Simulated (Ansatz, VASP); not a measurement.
## Cross-check of BAs between VASP and Ansatz

One calculation is typed for both programs; each brings its own data sets and cutoff. How far apart do they land?

Main program and level: Ansatz 0.2.0; plane waves, with VASP 6.6.1 beside it; G0W0 gap at PBE.

### Step 1. Set-up

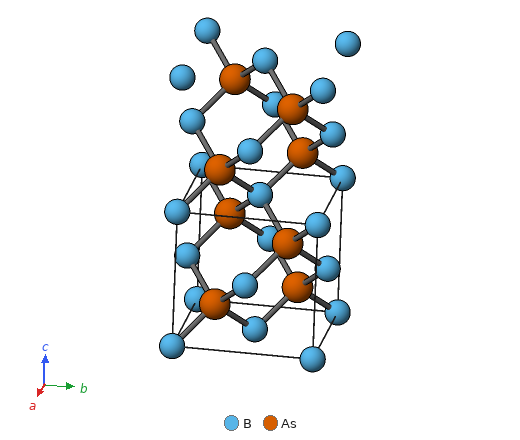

Start, viewed slightly off an axis; boron blue, arsenic orange. 1×1×2 cells are drawn. This picture shows the conventional cell, with its axes. Bonds to atoms that aren't drawn are left out. Some periodic images of atoms are drawn too.

Coordinates:

```cif
data_structure
_symmetry_space_group_name_H-M 'F-43m'
_symmetry_Int_Tables_number 216
_cell_length_a 4.7770
_cell_length_b 4.7770
_cell_length_c 4.7770
_cell_angle_alpha 90.000
_cell_angle_beta 90.000
_cell_angle_gamma 90.000
_cell_volume 109.01
loop_
_atom_site_label
_atom_site_type_symbol
_atom_site_symmetry_multiplicity
_atom_site_Wyckoff_symbol
_atom_site_fract_x
_atom_site_fract_y
_atom_site_fract_z
_atom_site_occupancy
B1 B 4 a 0.00000 0.00000 0.00000 1
As1 As 4 d 0.25000 0.25000 0.75000 1
```

### Step 2. Ansatz: G0W0 gap, PBE

Ansatz runs on its default PAW (the set named soft_2) files.

Quasiparticle shifts depend on high empty states and on the cores, so they are the hardest test of two PAW sets.

input.yaml reads:

```yaml
crystal:
  lattice:
    - [0.0, 2.3885, 2.3885]
    - [2.3885, 0.0, 2.3885]
    - [2.3885, 2.3885, 0.0]
  atoms:
    - { symbol: B, position: [0.0, 0.0, 0.0] }
    - { symbol: As, position: [0.25, 0.25, 0.25] }
hamiltonian:
  xc: pbe
  pseudopotentials: { kind: paw }
kpoints:
  mp_grid: { grid: [4, 4, 4] }
scf:
  occupations: { method: fixed }
gw:
  n_empty_bands: 60
  ecut_chi: 100.0
  qp_bands: [v2, c2]
  qp_kpoints: band_edges
  screening: { model: contour_deformation }
```

Command:

```
$ ansatz run input.yaml --threads 4 --pin off --max-ram 9216MiB --backend cpu --events-out ev --progress --plain --runs-dir out
```

Numbers of over 12 decimals in the logs are rounded to 6 here.

Output:

```text
Engine: ansatz 0.2.0, aarch64-unknown-linux-gnu
Pseudopotentials: kind: paw
Pseudopotential: B, paw, valence charge 3, recommended cutoff 420 eV (normal), B.paw.azcp
Pseudopotential: As, paw, valence charge 15, recommended cutoff 420 eV (normal), As.paw.azcp
Functional definition: PBE
  parameter kappa = 0.804
  parameter beta = 0.066725
  exchange = pbe_x(kappa = kappa, mu = beta*pi^2/3)
  correlation = pbe_c(beta = beta)
Crystal: 2 atoms, lattice volume = 27.252 Å³
Basis set: ecut = 420 eV, 531 PW (Γ)
Bands: 13, of which v1, the nominal top of the filled ones, is band 9 counted from 1 (8 counted from 0)
Symmetry: 24 space group operations
Space group: F-43m (ITA 216), of the structure as read, at distance tolerance 3.0e-5 Å
k-points: 8 of 64 (time reversal used)
Non-local potential: B, projectors of the file, l = 0: 2, l = 1: 2, l = 2: 1
Non-local potential: As, projectors of the file, l = 0: 2, l = 1: 2, l = 2: 3, l = 3: 1
PAW form: soft (Blöchl's): semilocal exchange-correlation on the pseudo side does not see the compensation charge
PAW one-centre angular grid: B, 110 points (default); XC on 64 Gauss nodes
PAW one-centre angular grid: As, 590 points (default); XC on 64 Gauss nodes
Initial density: superposition of atomic densities (neutral atoms: chi_scale 0, normalization atom), corrected by the library's trained network
Initial wavefunctions: pseudopotential atomic-orbital guess
Functional: x = pbe(κ = 0.804, μ = 0.219515), c = pbe(β = 0.066725)
SCF iter   1: F=—  HF=-5011.922563 eV  |F-HF|=—  |Δ(HF+E_count)|=         —  Δρ=2.45e-3  dr2=1.97e-3  ethr=1.77e-3  ⟨swp⟩=4.2  Hψ=509  notcnv=0  defer=10
preconditioner: auto → none  [insulator: Δε(μ)=1.443 eV  Ē_g=12.317 eV  n_scr=8 (ndim 8)  ℏωp=20.1 eV  f_vac=0.001  ε∞_Penn≈3.7]
SCF iter   2: F=—  HF=-5011.922089 eV  |F-HF|=—  |Δ(HF+E_count)|=   4.74e-4  Δρ=1.02e-3  dr2=2.77e-4  ethr=1.09e-5  ⟨swp⟩=2.0  Hψ=195  notcnv=0  defer=13
SCF iter   3: F=—  HF=-5011.922120 eV  |F-HF|=—  |Δ(HF+E_count)|=   3.11e-5  Δρ=1.54e-4  dr2=5.02e-6  ethr=1.54e-6  ⟨swp⟩=2.9  Hψ=188  notcnv=0  defer=13
SCF iter   4: F=—  HF=-5011.922122 eV  |F-HF|=—  |Δ(HF+E_count)|=   1.60e-6  Δρ=6.84e-5  dr2=8.78e-7  ethr=2.79e-8  ⟨swp⟩=2.0  Hψ=176  notcnv=0
SCF iter   5: F=—  HF=-5011.922122 eV  |F-HF|=—  |Δ(HF+E_count)|=   6.60e-7  Δρ=2.61e-5  dr2=1.31e-7  ethr=4.88e-9  ⟨swp⟩=3.0  Hψ=178  notcnv=0
SCF iter   6: F=-5011.922122 eV  HF=-5011.922122 eV  |F-HF|=7.55e-9  |Δ(HF+E_count)|=   1.27e-7  Δρ=5.12e-6  dr2=4.25e-9  ethr=5.56e-10  ⟨swp⟩=4.0  Hψ=392  notcnv=0
SCF 1 converged in 6 iterations: F = -5011.922122 eV  dr2 = 4.25e-9
  greatest PAW one-centre occupation: 0.999 electrons in one spin orbital (limit 2), on the As atom at site 1 (counted from 0), in its partial waves of l = 2
NSCF: frozen V_eff on 8 k-points
G₀W₀ screening: q 1/8
G₀W₀ screening: q 2/8 (q-point 5)
G₀W₀ screening: q 3/8 (q-point 6)
G₀W₀ screening: q 4/8 (q-point 2)
G₀W₀ screening: q 5/8 (q-point 4)
G₀W₀ screening: q 6/8 (q-point 8)
G₀W₀ screening: q 7/8 (q-point 3)
G₀W₀ screening: q 8/8 (q-point 7)
G₀W₀ self-energy: k 1/5
G₀W₀ self-energy: k 2/5
G₀W₀ self-energy: k 3/5
G₀W₀ self-energy: k 4/5
G₀W₀ self-energy: k 5/5
NSCF: frozen V_eff on 1 k-points
SCF converged after 6 iterations
Free energy (F): -5011.922122 eV
Harris-Foulkes:  -5011.922122 eV  (|F-HF|=7.55e-9)
Internal energy: -5011.922122 eV  (E = F + TS)
E sigma→0 (E₀):  -5011.922122 eV
Fermi energy:    11.165030 eV
--- Per-component energies (eV) ---
  E_band       = -209.400205
  E_kinetic    = 152.838505
  E_local      = -1694.950534  (includes V_loc(G=0)·N_el)
  E_nonlocal   = -657.979644
  E_hartree    = 940.833377
  E_xc         = -111.461893
  E_vxc        = -117.709533  (∫ρ·V_xc dr)
  E_paw        = -1915.426943  (= ΣΔE_a)
  E_vpaw       = 226.733026  (= ΣTr[D̂ρ^β])
  E_aug_tail   = 0.000007  (compensation charges beyond the density's cutoff)
  E_ewald      = -1725.774997
  E_smearing   = -0.000000  (= −TS)
  E_closure    = -0.000000  (closes the sum)
  Σ components = -5011.922122   (vs F -5011.922122, Δ=0.00e0)
--- Band table (eV; the first three rows and the last of 8) ---
  k-point 0: bands = [... 5 lower, -4.2503, 11.1650, 11.1650, 11.1650, 14.4294, 14.4294, 14.4294, 15.8417]
  k-point 1: bands = [... 5 lower, -3.2481, 6.2221, 10.0135, 10.0135, 14.2240, 15.8104, 15.8104, 19.0706]
  k-point 2: bands = [... 5 lower, -1.3782, 2.3751, 9.3407, 9.3407, 13.8497, 15.9413, 15.9413, 20.0424]
  k-point 7: bands = [... 5 lower, 0.0929, 3.1083, 5.6692, 5.9669, 16.4228, 17.1040, 17.9663, 18.1978]
--- G₀W₀: contour deformation, 7 samples at zero and on the imaginary axis and 2 off it, 64 q-points, 60 empty bands' worth ---
  eigenvalues of the whole cell's RPA ε∞ on this k-mesh (on a slab, of 1 + 4πα/V) = 14.1837, 14.1837, 14.1837; static W/v taken at q = 0 is 0.070503
  bands read: the sum over 69 bands ends inside a degenerate multiplet in 1 slot, whose members it reads at an even weight; the widest, k=3: bands 69 to 70 (counted from 1) at 1/2 each
  gw.qp_kpoints: band_edges: 5 of 8 stored k-points solved, in 1 pass; an edge of the gap read off the rows below is read off those points alone
    valence top: of the k-points left out ik 5 came nearest to being solved in a further pass, in band 9 (counted from 1, as in the quasiparticle table): it holds the edge there only if its correction is more favourable than any solved in that band by at least 1.971 eV; those differ by 0.221 eV
    conduction bottom: of the k-points left out ik 4 came nearest to being solved in a further pass, in band 10 (counted from 1, as in the quasiparticle table): it holds the edge there only if its correction is more favourable than any solved in that band by at least 0.962 eV; those differ by 0.356 eV
    ik  band        ε_KS         Σx   Σc(E_QP)       V_xc       Z   E_QP_lin       E_QP  E_QP is
     0     8     11.1650   -16.7736     1.3731   -15.0612  0.7945    10.8250    10.8257  root
     0     9     11.1650   -16.7736     1.3731   -15.0612  0.7945    10.8250    10.8257  root
     0    10     14.4294    -8.9709    -4.4210   -13.8000  0.7942    14.8390    14.8374  root
     0    11     14.4294    -8.9709    -4.4210   -13.8000  0.7942    14.8390    14.8374  root
     1     8     10.0135   -16.7245     1.6733   -14.6552  0.7898     9.6162     9.6175  root
     1     9     10.0135   -16.7245     1.6733   -14.6552  0.7898     9.6162     9.6175  root
     1    10     14.2240    -9.5538    -4.6565   -14.6551  0.7888    14.6710    14.6688  root
     1    11     15.8104    -8.6118    -4.8302   -13.8816  0.7888    16.2510    16.2499  root
     2     8      9.3407   -16.9776     1.9822   -14.5495  0.7852     8.8930     8.8948  root
     2     9      9.3407   -16.9776     1.9822   -14.5495  0.7852     8.8930     8.8948  root
     2    10     13.8497    -9.8269    -4.6039   -14.8579  0.7911    14.2785    14.2767  root
     2    11     15.9413    -7.8302    -4.8950   -13.0953  0.7797    16.3099    16.3114  root
     3     8      8.4568   -16.6802     2.1638   -14.0285  0.7796     7.9660     7.9689  root
     3     9      8.4568   -16.6802     2.1638   -14.0285  0.7796     7.9660     7.9689  root
     3    10     12.8139    -8.2444    -4.1465   -12.6306  0.8017    13.0540    13.0536  root
     3    11     15.6837    -7.1093    -5.0315   -12.4155  0.7842    15.9595    15.9584  root
     6     8      7.0803   -17.0069     2.7432   -13.7037  0.7657     6.5165     6.5204  root
     6     9      7.0803   -17.0069     2.7432   -13.7037  0.7657     6.5165     6.5204  root
     6    10     12.5872    -7.7640    -4.1608   -12.0140  0.8041    12.6765    12.6764  root
     6    11     12.6001    -7.4698    -4.2542   -11.9164  0.8084    12.7928    12.7924  root
```

The job ended after 1.8 s (4 threads of Arm Neoverse V2, shared host; peak memory 0.31 GiB; 5.6 s of CPU time).

Reading the cycles: dr2 is the Hartree energy of the density residual (eV), the measure of convergence; HF is the Harris–Foulkes estimate of the energy, which meets the free energy F at convergence.

[end of part 1 of 2]

[Lines on the potential files, build, host, timing and source positions are cut from VASP's logs without a mark.]

[Logs are printed without paths, hosts, clocks, repeated set-up lines and the standing remarks that a program may print on its own settings, such as how far it seeks lower states.]

[Hosts, paths, dates, database ids (printed as entryN), source tags and the programs' standing remarks are cut or masked in the printed files.]
